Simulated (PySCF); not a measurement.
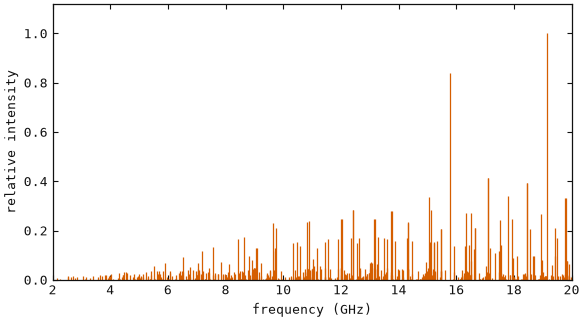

Simulated rotational absorption lines between 2 and 20 GHz at 2 K: rigid rotor with the equilibrium constants and dipole of one optimised conformer (PBE0-D3(BJ)/def2-SVP, PySCF), commonest isotopes; no centrifugal distortion, hyperfine structure, internal rotation or nuclear-spin weights; lines within 1 MHz of each other are summed.

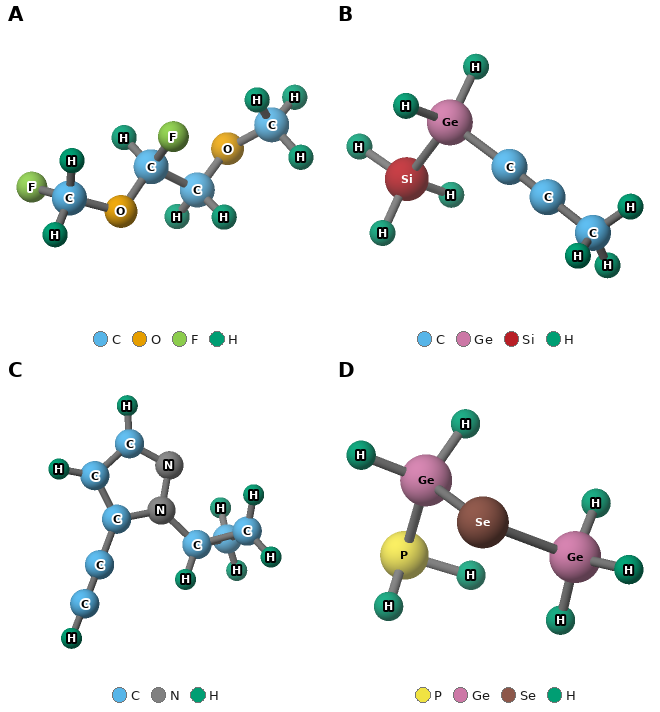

Which molecule gives this spectrum? Choose among the lettered structures.

Answer. Structure D, Ge₂PH₇Se, SMILES [PH2][GeH2][Se][GeH3], singlet. Rotational constants A, B, C = 1.678, 0.7560, 0.5784 GHz, |μa|, |μb|, |μc| = 0.36, 0.89, 0.22 D.

Known limits of this run: coarse grid, loose stop and no frequency check, small forces are noise and the end may be a saddle.
